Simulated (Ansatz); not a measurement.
# Mg chain started as a dimerised line: one chain at several levels of theory

Wanted: the relaxed geometry and the open channels of the Mg chain started as a dimerised line, by several methods.

Method: DFT PBE, plane waves, PAW; relaxation of a chain's period, in the first sound run; inputs show where later runs differ, in Ansatz 0.2.0.

### 1. Set-up

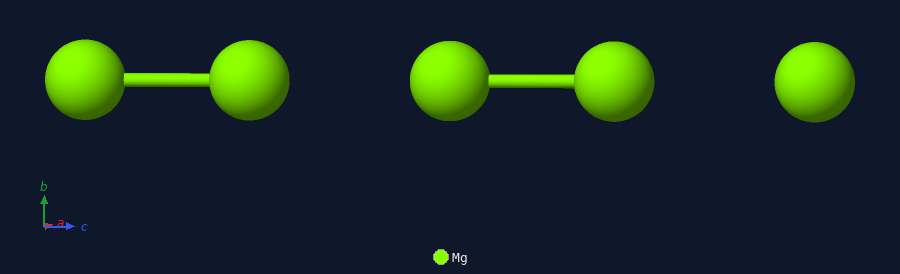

The cell as given, from the side, with the c axis across the page (magnesium green). 1×1×2 cells are drawn. Bonds to atoms that aren't drawn are left out. Some periodic images of atoms are drawn too.

The cell holds 2 atoms: 2 Mg. Cell: a = 7.500 Å, b = 7.500 Å, c = 5.358 Å, α = 90.0°, β = 90.0°, γ = 90.0°. Vacuum lies along a and b. The structure's axis is c.

### 2. Relaxation of atoms and period, level PBE, cutoff 420 eV

Band widths follow the bond lengths, so the chain is relaxed first. The atoms and the third cell vector are free; the box across stays fixed as vacuum. Moments are seeded so that a magnetic state can form if it lies lower. A Fermi-Dirac smearing is set since the result may be a metal. The pressure printed is a third of the stress's trace over the whole box, vacuum included; only the stress along the axis is relaxed.

Contents of input.yaml:

```yaml
crystal:
  lattice:
    - [7.5, 0.0, 0.0]
    - [0.0, 7.5, 0.0]
    - [0.0, 0.0, 5.358]
  atoms:
    - { symbol: Mg, position: [0.5, 0.5, 0.0], spin: 0.5 }
    - { symbol: Mg, position: [0.5, 0.5, 0.45], spin: 0.5 }
magnetization:
  spin_polarized: true
kpoints:
  mp_grid: { grid: [1, 1, 15] }
scf:
  occupations: { method: fermi_dirac, width: 0.05 }
hamiltonian:
  xc: pbe
relax:
  cell: { fix: [a, b, alpha, beta, gamma] }
  max_steps: 60
```

Started as:

```sh
> ansatz run input.yaml --threads 4 --pin off --max-ram 8192MiB --backend cpu --events-out ev --progress --plain --runs-dir out
```

Numbers of over 12 decimals in the logs are rounded to 6 here.

Output:

```text
Engine: ansatz 0.2.0, aarch64-unknown-linux-gnu
Pseudopotentials: kind: paw
Pseudopotential: Mg, paw, valence charge 10, recommended cutoff 420 eV (normal), Mg.paw.azcp
Functional definition: PBE
  parameter kappa = 0.804
  parameter beta = 0.066725
  exchange = pbe_x(kappa = kappa, mu = beta*pi^2/3)
  correlation = pbe_c(beta = beta)
Crystal: 2 atoms, lattice volume = 301.387 Å³
Basis set: ecut = 420 eV, 5929 PW (Γ), exchange–correlation on 108×108×72 points (8 copies of the dense FFT grid, shifted against one another)
Bands: 15, of which v1, the nominal top of the filled ones, is band 10 counted from 1 (9 counted from 0)
Symmetry: 16 space group operations
Space group: P4/mmm (ITA 123), of the structure as read, at distance tolerance 6.7e-5 Å
Magnetic group: BNS 123.339 (UNI 999), of the structure as read, at distance tolerance 6.7e-5 Å
k-points: 8 of 15
Non-local potential: Mg, projectors of the file, l = 0: 3, l = 1: 2, l = 2: 1
PAW form: soft (Blöchl's): semilocal exchange-correlation on the pseudo side does not see the compensation charge
PAW one-centre angular grid: Mg, 110 points (default); XC on 64 Gauss nodes
Initial density: superposition of atomic densities (neutral atoms: chi_scale 0, normalization atom)
Starting moments: Σ|m| = 1 μB on 2 of 2 sites
Initial wavefunctions: pseudopotential atomic-orbital guess
Functional: x = pbe(κ = 0.804, μ = 0.219515), c = pbe(β = 0.066725)
iter 1 solved again at ethr=2.93e-3 eV; its pass at ethr=3.10e-3 eV (dr2=5.86e-1 eV) is discarded
SCF iter   1: F=—  HF=-3844.370287 eV  |F-HF|=—  |Δ(HF+E_count)|=         —  Δρ=2.00e-2 (↑2.00e-2 ↓1.96e-2)  dr2=5.93e-1  dr2_m=1.01e0  M=0.171 μB ∫|m|=0.173 μB  β_m=0.30  ethr=2.93e-3  ⟨swp⟩=1.0  Hψ=1848  notcnv=0
preconditioner: auto → LDOS  [metal: Δε(μ)=0.066 eV  Ē_g=4.329 eV  σ=0.050 eV  W_gap=0.31  n_scr=30 (ndim 8)  ℏωp=4.3 eV  f_vac=0.595  D(μ)=2.97/eV (n_scr^D=10)]
spin=Collinear: LDOS preconditioning applied to the charge; magnetization (m = ρ↑ − ρ↓) channel mixes plain (no charge-response kernel on spin).
SCF iter   2: F=—  HF=-3844.422538 eV  |F-HF|=—  |Δ(HF+E_count)|=   5.23e-2  Δρ=1.41e-2 (↑1.41e-2 ↓1.39e-2)  dr2=3.34e-1  dr2_m=5.06e-1  M=0.178 μB ∫|m|=0.179 μB  β_m=0.30  ethr=2.93e-3  ⟨swp⟩=2.0  Hψ=259  notcnv=0
SCF iter   3: F=—  HF=-3844.400558 eV  |F-HF|=—  |Δ(HF+E_count)|=   2.20e-2  Δρ=9.63e-3 (↑9.55e-3 ↓9.63e-3)  dr2=1.31e-2  dr2_m=2.51e-1  M=0.252 μB ∫|m|=0.252 μB  β_m=0.30  ethr=1.67e-3  ⟨swp⟩=2.1  Hψ=340  notcnv=0
SCF iter   4: F=—  HF=-3844.438005 eV  |F-HF|=—  |Δ(HF+E_count)|=   3.74e-2  Δρ=6.78e-3 (↑6.75e-3 ↓6.78e-3)  dr2=8.15e-3  dr2_m=1.26e-1  M=0.262 μB ∫|m|=0.262 μB  β_m=0.30  ethr=6.53e-5  ⟨swp⟩=2.0  Hψ=352  notcnv=0
SCF iter   5: F=—  HF=-3844.452591 eV  |F-HF|=—  |Δ(HF+E_count)|=   1.46e-2  Δρ=4.78e-3 (↑4.77e-3 ↓4.78e-3)  dr2=7.69e-4  dr2_m=6.29e-2  M=0.279 μB ∫|m|=0.279 μB  β_m=0.30  ethr=4.08e-5  ⟨swp⟩=2.0  Hψ=352  notcnv=0
SCF iter   6: F=—  HF=-3844.459728 eV  |F-HF|=—  |Δ(HF+E_count)|=   7.14e-3  Δρ=3.38e-3 (↑3.38e-3 ↓3.37e-3)  dr2=2.27e-4  dr2_m=3.15e-2  M=0.293 μB ∫|m|=0.293 μB  β_m=0.30  ethr=3.84e-6  ⟨swp⟩=3.0  Hψ=448  notcnv=0
SCF iter   7: F=—  HF=-3844.462876 eV  |F-HF|=—  |Δ(HF+E_count)|=   3.15e-3  Δρ=2.39e-3 (↑2.39e-3 ↓2.38e-3)  dr2=3.60e-5  dr2_m=1.57e-2  M=0.307 μB ∫|m|=0.307 μB  β_m=1.00  ethr=1.14e-6  ⟨swp⟩=3.0  Hψ=463  notcnv=0
SCF iter   8: F=—  HF=-3844.460168 eV  |F-HF|=—  |Δ(HF+E_count)|=   2.71e-3  Δρ=1.13e-4 (↑1.13e-4 ↓1.01e-4)  dr2=1.64e-5  dr2_m=3.00e-5  M=0.344 μB ∫|m|=0.344 μB  β_m=1.00  ethr=1.80e-7  ⟨swp⟩=2.8  Hψ=492  notcnv=0
SCF iter   9: F=—  HF=-3844.463834 eV  |F-HF|=—  |Δ(HF+E_count)|=   3.67e-3  Δρ=6.13e-5 (↑6.13e-5 ↓5.21e-5)  dr2=1.65e-5  dr2_m=7.52e-6  M=0.361 μB ∫|m|=0.361 μB  β_m=1.00  ethr=8.22e-8  ⟨swp⟩=2.6  Hψ=429  notcnv=0
SCF iter  10: F=—  HF=-3844.465499 eV  |F-HF|=—  |Δ(HF+E_count)|=   1.67e-3  Δρ=3.06e-5 (↑3.06e-5 ↓2.67e-5)  dr2=6.41e-6  dr2_m=1.39e-6  M=0.366 μB ∫|m|=0.366 μB  β_m=0.30  ethr=8.22e-8  ⟨swp⟩=2.0  Hψ=417  notcnv=0
Mixer restart at iter 10: flushing history
spin-set hold released at iteration 10 (site moments contracting): the magnetisation degrees of freedom join the quasi-Newton model from the next iteration; the mixer history was flushed
SCF iter  11: F=—  HF=-3844.466332 eV  |F-HF|=—  |Δ(HF+E_count)|=   8.32e-4  Δρ=2.80e-5 (↑2.80e-5 ↓2.59e-5)  dr2=3.58e-6  dr2_m=1.53e-6  M=0.367 μB ∫|m|=0.367 μB  β_m=0.65  ethr=3.20e-8  ⟨swp⟩=2.0  Hψ=401  notcnv=0
SCF iter  12: F=—  HF=-3844.467157 eV  |F-HF|=—  |Δ(HF+E_count)|=   8.26e-4  Δρ=1.36e-5 (↑1.36e-5 ↓1.21e-5)  dr2=3.03e-7  dr2_m=4.29e-7  M=0.368 μB ∫|m|=0.368 μB  β_m=0.82  ethr=1.79e-8  ⟨swp⟩=2.1  Hψ=419  notcnv=0
SCF iter  13: F=—  HF=-3844.467173 eV  |F-HF|=—  |Δ(HF+E_count)|=   1.52e-5  Δρ=4.73e-6 (↑4.73e-6 ↓3.19e-6)  dr2=1.05e-7  dr2_m=3.70e-8  M=0.368 μB ∫|m|=0.368 μB  β_m=0.91  ethr=5.00e-10  ⟨swp⟩=5.0  Hψ=707  notcnv=0
SCF iter  14: F=—  HF=-3844.467173 eV  |F-HF|=—  |Δ(HF+E_count)|=   2.96e-7  Δρ=1.77e-6 (↑1.77e-6 ↓9.68e-7)  dr2=1.92e-8  dr2_m=4.02e-9  M=0.368 μB ∫|m|=0.368 μB  β_m=0.96  ethr=5.00e-10  ⟨swp⟩=5.0  Hψ=693  notcnv=0
SCF iter  15: F=—  HF=-3844.467173 eV  |F-HF|=—  |Δ(HF+E_count)|=   4.63e-8  Δρ=3.07e-7 (↑3.07e-7 ↓2.55e-7)  dr2=1.37e-9  dr2_m=6.22e-11  M=0.368 μB ∫|m|=0.368 μB  β_m=0.95  ethr=9.62e-11  ⟨swp⟩=4.1  Hψ=672  notcnv=0
SCF iter  16: F=-3844.467173 eV  HF=-3844.467173 eV  |F-HF|=3.32e-11  |Δ(HF+E_count)|=  4.83e-10  Δρ=1.26e-7 (↑1.26e-7 ↓7.76e-8)  dr2=2.70e-10  dr2_m=8.76e-12  M=0.368 μB ∫|m|=0.368 μB  ethr=6.85e-12  ⟨swp⟩=3.0  Hψ=497  notcnv=0
SCF 1 converged in 16 iterations: F = -3844.467173 eV  dr2 = 2.70e-10
  greatest PAW one-centre occupation: 1.000 electrons in one spin orbital (limit 2), on the Mg atom at site 1 (counted from 0), in its partial waves of l = 0
relax step   1: F+E_penalty+E_count = -3844.46717292 eV  Δ(F+E_penalty+E_count) = +0.000e0 eV  max|allowed force component| = 2.593e0 eV/Å  Δτ_max = 0.0000 Å  P = +1.212 GPa  Ω = 301.387 Å³  fix = [a, b, alpha, beta, gamma]  reactions: a -0.131, b -0.131 GPa  (16 SCF iters, dr2 threshold 1.00e-7 eV, accepted)
Crystal: 2 atoms, lattice volume = 311.055 Å³
Basis set: ecut = 420 eV, 6115 PW (Γ), exchange–correlation on 108×108×72 points (8 copies of the dense FFT grid, shifted against one another)
Initial density: handed on by an earlier stage of this run
Starting moments: Σ|m| = 1 μB on 2 of 2 sites; this step starts from the density that it was given
Initial wavefunctions: those handed on with the density
iter 1 solved again at ethr=5.07e-5 eV; its pass at ethr=3.10e-3 eV (dr2=1.01e-2 eV) is discarded
[...]
the starting moments were not kept: the SCF closed with an absolute magnetisation of 1.8e-5 μB, where they sum to 1 μB in size (2 sites). That is at most 0.1 of that sum. Measured as dr2_m measures the in/out step, that magnetisation stands 2.1e-11 eV from none, at or under the dr2_threshold of 2.0e-7 eV: it is no larger than a step whose dr2_m would equal this threshold.
SCF 3 converged in 8 iterations: F = -3845.153036 eV  dr2 = 3.84e-12
relax step   3: F+E_penalty+E_count = -3845.15303616 eV  Δ(F+E_penalty+E_count) = -1.824e-1 eV  max|allowed force component| = 4.268e-2 eV/Å  Δτ_max = 0.0244 Å  P = +0.267 GPa  Ω = 325.754 Å³  energy of the carried Pulay correction = -7.041e-5 eV  fix = [a, b, alpha, beta, gamma]  reactions: a -0.233, b -0.233 GPa  (8 SCF iters, dr2 threshold 2.00e-7 eV, accepted)
[...]
relax step   4: F+E_penalty+E_count = -3845.22479840 eV  Δ(F+E_penalty+E_count) = -7.176e-2 eV  max|allowed force component| = 7.738e-3 eV/Å  Δτ_max = 0.0026 Å  P = -0.059 GPa  Ω = 340.824 Å³  energy of the carried Pulay correction = -1.113e-4 eV  fix = [a, b, alpha, beta, gamma]  reactions: a -0.244, b -0.244 GPa  (8 SCF iters, dr2 threshold 2.00e-7 eV, accepted)
[...]
relax step   5: F+E_penalty+E_count = -3845.23089145 eV  Δ(F+E_penalty+E_count) = -6.093e-3 eV  max|allowed force component| = 1.533e-4 eV/Å  Δτ_max = 0.0008 Å  P = -0.152 GPa  Ω = 346.543 Å³  energy of the carried Pulay correction = -1.263e-4 eV  fix = [a, b, alpha, beta, gamma]  reactions: a -0.247, b -0.247 GPa  (7 SCF iters, dr2 threshold 2.00e-7 eV, accepted)
[...]
relax step   6: F+E_penalty+E_count = -3845.23266055 eV  Δ(F+E_penalty+E_count) = -1.769e-3 eV  max|allowed force component| = 1.535e-4 eV/Å  Δτ_max = 0.0000 Å  P = -0.141 GPa  Ω = 346.543 Å³  fix = [a, b, alpha, beta, gamma]  reactions: a -0.244, b -0.244 GPa  stress off target by 6.32e-2 GPa on what of the cell is left free  SCF on the basis re-selected at this cell (its energy is not comparable with the rows above)  (10 SCF iters)
[...]
relax step   7: F+E_penalty+E_count = -3845.23295587 eV  Δ(F+E_penalty+E_count) = -2.953e-4 eV  max|allowed force component| = 3.157e-5 eV/Å  Δτ_max = 0.0000 Å  P = -0.160 GPa  Ω = 347.901 Å³  energy of the carried Pulay correction = -2.763e-6 eV  fix = [a, b, alpha, beta, gamma]  reactions: a -0.244, b -0.244 GPa  (6 SCF iters, dr2 threshold 9.99e-9 eV, accepted)
iter 1 solved again at ethr=4.65e-7 eV; its pass at ethr=3.10e-3 eV (dr2=9.29e-5 eV) is discarded
SCF iter   1: F=—  HF=-3845.232703 eV  |F-HF|=—  |Δ(HF+E_count)|=         —  Δρ=5.33e-6 (↑5.33e-6 ↓5.33e-6)  dr2=6.88e-8  dr2_m=3.30e-12  M=-0.000 μB ∫|m|=0.000 μB  β_m=0.30  ethr=4.65e-7  ⟨swp⟩=3.1  Hψ=2106  notcnv=0
eigensolver tolerance schedule: the retry pair's looser diagonalisation over-reported the residual by 1348.86 of it (diagonalisation noise at 0.25 of the residual, at the tolerance the schedule requests for it); recorded, not acted on — ethr = c·dr2/N_el stays at c = 1.0e-1
preconditioner: auto → Resta (q_TF=auto, 1.695 Å⁻¹)  ε∞=2.1  [insulator: Δε(μ)=0.474 eV  Ē_g=3.860 eV  σ=0.050 eV  W_gap=0.97  n_scr=30 (ndim 8)  ℏωp=4.0 eV  f_vac=0.615  D(μ)=0.12/eV (n_scr^D=0)  ε∞_Penn≈2.1  vacuum switching on, ρ_ref=1.1e-3 e/Å³]
spin=Collinear: Resta preconditioning applied to the charge; magnetization (m = ρ↑ − ρ↓) channel mixes plain (no charge-response kernel on spin).
SCF iter   2: F=—  HF=-3845.232805 eV  |F-HF|=—  |Δ(HF+E_count)|=   1.03e-4  Δρ=3.71e-6 (↑3.71e-6 ↓3.71e-6)  dr2=1.28e-8  dr2_m=2.21e-12  M=-0.000 μB ∫|m|=0.000 μB  β_m=0.41  ethr=3.44e-10  ⟨swp⟩=3.0  Hψ=370  notcnv=0
SCF iter   3: F=—  HF=-3845.232929 eV  |F-HF|=—  |Δ(HF+E_count)|=   1.23e-4  Δρ=1.55e-6 (↑1.55e-6 ↓1.54e-6)  dr2=5.02e-9  dr2_m=9.55e-13  M=-0.000 μB ∫|m|=0.000 μB  β_m=0.71  ethr=6.38e-11  ⟨swp⟩=4.0  Hψ=384  notcnv=0
SCF iter   4: F=—  HF=-3845.232958 eV  |F-HF|=—  |Δ(HF+E_count)|=   2.94e-5  Δρ=5.06e-7 (↑5.05e-7 ↓5.06e-7)  dr2=2.50e-9  dr2_m=2.73e-13  M=-0.000 μB ∫|m|=0.000 μB  β_m=0.67  ethr=2.51e-11  ⟨swp⟩=3.6  Hψ=377  notcnv=0
SCF iter   5: F=—  HF=-3845.232962 eV  |F-HF|=—  |Δ(HF+E_count)|=   4.01e-6  Δρ=2.29e-7 (↑2.27e-7 ↓2.29e-7)  dr2=4.88e-10  dr2_m=6.68e-14  M=-0.000 μB ∫|m|=0.000 μB  β_m=0.84  ethr=1.25e-11  ⟨swp⟩=3.0  Hψ=328  notcnv=0
SCF iter   6: F=-3845.232959 eV  HF=-3845.232959 eV  |F-HF|=5.34e-9  |Δ(HF+E_count)|=   3.06e-6  Δρ=4.54e-8 (↑4.40e-8 ↓4.54e-8)  dr2=1.55e-11  dr2_m=1.42e-14  M=-0.000 μB ∫|m|=0.000 μB  ethr=1.00e-12  ⟨swp⟩=4.4  Hψ=1032  notcnv=0
the starting moments were not kept: the SCF closed with an absolute magnetisation of 4.0e-7 μB, where they sum to 1 μB in size (2 sites). That is at most 0.1 of that sum. Measured as dr2_m measures the in/out step, that magnetisation stands 7.7e-15 eV from none, at or under the dr2_threshold of 2.0e-11 eV: it is no larger than a step whose dr2_m would equal this threshold.
SCF 8 converged in 6 iterations: F = -3845.232959 eV  dr2 = 1.55e-11
relax step   8: F+E_penalty+E_count = -3845.23295923 eV  Δ(F+E_penalty+E_count) = -3.363e-6 eV  max|allowed force component| = 3.135e-5 eV/Å  Δτ_max = 0.0000 Å  P = -0.160 GPa  Ω = 347.901 Å³  fix = [a, b, alpha, beta, gamma]  reactions: a -0.244, b -0.244 GPa  stress off target by 7.54e-3 GPa on what of the cell is left free  SCF on the basis re-selected at this cell (its energy is not comparable with the rows above)  (6 SCF iters)
basis re-selected at this cell: Δ(F+E_penalty+E_count) = -3.363e-6 eV, ΔP = -0.000 GPa vs the last step (what re-selecting the basis moved, of the pressure what is left beyond the Pulay correction that the steps carried, after the strain that the cell walked since its last selection, with what the two solves' SCF thresholds leave and, on support functions, any second-order correction that the steps lacked; it is no m [...]
SCF converged after 6 iterations
Magnetization: -0.0000 μB (10.0000 up, 10.0000 down)
Absolute magnetization: 0.0000 μB (∫|ρ↑−ρ↓|, with the PAW one-centre terms)
Spin contamination: 0.0000 ħ² per cell (⟨S²⟩ above its minimum at these occupations)
Per-site moments (μB) at R_I (Å): [(2.046755782770113e-9, 1.275635), (2.0467558800161494e-9, 1.275635)]
Free energy (F): -3845.232959 eV
Harris-Foulkes:  -3845.232959 eV  (|F-HF|=5.34e-9)
Internal energy: -3845.231182 eV  (E = F + TS)
E sigma→0 (E₀):  -3845.232071 eV
Entropy (-TS):   -0.001777 eV (-0.888 meV/atom)
Fermi energy:    -1.065889 eV
--- Per-component energies (eV) ---
  E_band       = -868.790915
  E_kinetic    = 145.825620
  E_local      = -5003.072961  (includes V_loc(G=0)·N_el)
  E_nonlocal   = 193.516596
  E_hartree    = 1961.477884
  E_xc         = -52.895021
  E_vxc        = -67.991014  (∫ρ·V_xc dr)
  E_paw        = -586.704132  (= ΣΔE_a)
  E_vpaw       = -60.024770  (= ΣTr[D̂ρ^β])
  E_aug_tail   = -0.000006  (compensation charges beyond the density's cutoff)
  E_ewald      = -503.379162
  E_smearing   = -0.001777  (= −TS)
  E_closure    = 0.000000  (closes the sum)
  Σ components = -3845.232959   (vs F -3845.232959, Δ=0.00e0)
--- Forces (eV/Å), atoms counted from 1 ---
  atom   1  Mg     0.00000000     0.00000000    -0.00003135
  atom   2  Mg     0.00000000     0.00000000     0.00003135
  max |Σ_I F_I| component: 0.00e0 eV/Å
--- Stress (GPa, compression-positive) ---
       -0.244021       0.000000       0.000000
        0.000000      -0.244021       0.000000
        0.000000       0.000000       0.007544
  P = ⅓ Tr σ = -0.1602 GPa (-1.602 kbar)
--- Relaxed structure (6 steps of the walk, 6 accepted, 2 SCFs on fresh bases) ---
  F+E_penalty+E_count = -3845.23295923 eV   max|allowed force component| = 3.135e-5 eV/Å   (the final SCF, on the basis selected at the relaxed cell)
  cell:  # Å, volume = 347.9014 Å³
    - [7.5, 0.0, 0.0]
    - [0.0, 7.5, 0.0]
    - [0.0, 0.0, 6.184913]
  atoms:
    - { symbol: Mg, position: [0.5, 0.5, -0.024999] }
    - { symbol: Mg, position: [0.5, 0.5, 0.474999] }
```

Elapsed: 11 s, on 4 threads of Arm Neoverse V2, shared host; peak memory 0.53 GiB.

Relaxation path:

| step | energy less that of the first step (eV) | largest force component (eV/Å) | pressure (GPa) | volume (Å³) |
| --- | --- | --- | --- | --- |
| 1 | 0.0000 | 2.5928 | 1.21 | 301.39 |
| 2 | -0.5034 | 0.4492 | 0.70 | 311.05 |
| 3 | -0.6859 | 0.0427 | 0.27 | 325.75 |
| 4 | -0.7576 | 0.0077 | -0.06 | 340.82 |
| 5 | -0.7637 | 0.0002 | -0.15 | 346.54 |
| 6* | -0.7655 | 0.0002 | -0.14 | 346.54 |
| 7 | -0.7658 | 0.0000 | -0.16 | 347.90 |
| 8* | -0.7658 | 0.0000 | -0.16 | 347.90 |

Relaxation steps marked * repeat the geometry before them on a plane-wave basis chosen anew for their cell, so energy and pressure can jump there.

Forces are held to the 16 operations that the run works with; a distortion that breaks them can't arise in this run.

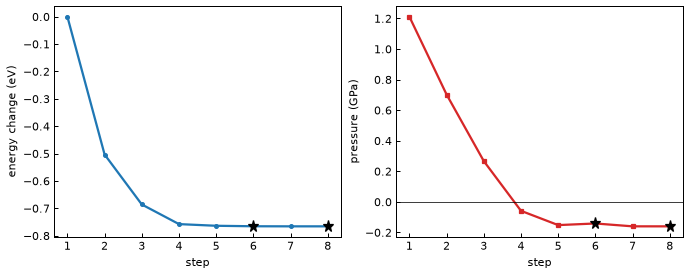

Energy and pressure along the relaxation. Stars mark steps on a basis chosen anew.

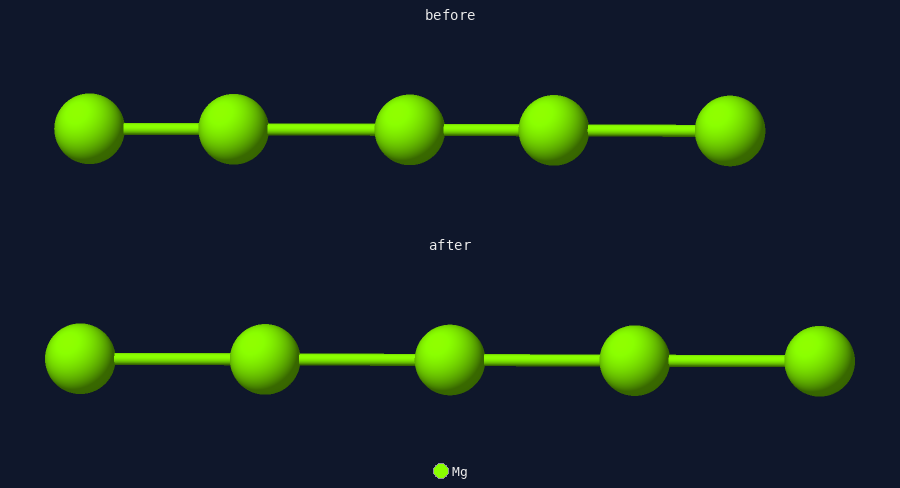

The structure before and after the relaxation, drawn at the same scale.

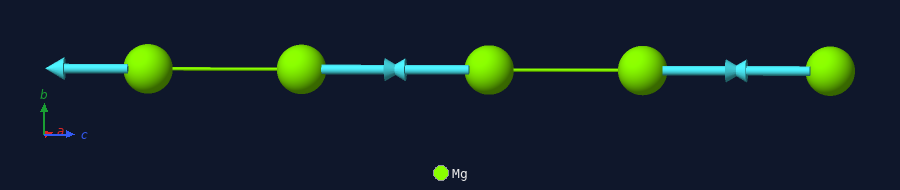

Displacements in the relaxation, exaggerated, measured against the changing cell; the longest in the cell stands for 0.15 Å. Bonds to atoms that aren't drawn are left out. 1×1×2 cells are drawn. Some periodic images of atoms are drawn too.

| cell as run | before | after | change |
| --- | --- | --- | --- |
| c (Å) | 5.358 | 6.185 | +15.4 % |

The atoms that moved most (Å, along periodic axes as changes of fractional coordinates times the final cell, across vacuum about the mean position):

| atom | dx | dy | dz | length |
| --- | --- | --- | --- | --- |
| Mg1 | 0.000 | 0.000 | -0.155 | 0.155 |
| Mg2 | 0.000 | 0.000 | 0.155 | 0.155 |

The relaxed structure:

```xyz
2
Lattice="7.5000 0.0000 0.0000 0.0000 7.5000 0.0000 0.0000 0.0000 6.1849" Properties=species:S:1:pos:R:3
Mg    3.7500    3.7500   -0.1546
Mg    3.7500    3.7500    2.9378
```

Numbers from this step:

| Item | Value |
| --- | --- |
| energy at zero smearing | -3845.2321 eV |
| cell length along the wire | 6.185 Å |

The cell's length comes to 6.185 Å with no moment. The two atoms stand evenly on a line, so the true period is half of it. That is +15 % against the start, more than a small adjustment.

[end of part 1 of 4]

[Logs are printed without paths, hosts, clocks, repeated set-up lines and the standing remarks that a program may print on its own settings, such as how far it seeks lower states.]

[Hosts, paths, dates, database ids (printed as entryN), source tags and the programs' standing remarks are cut or masked in the printed files.]
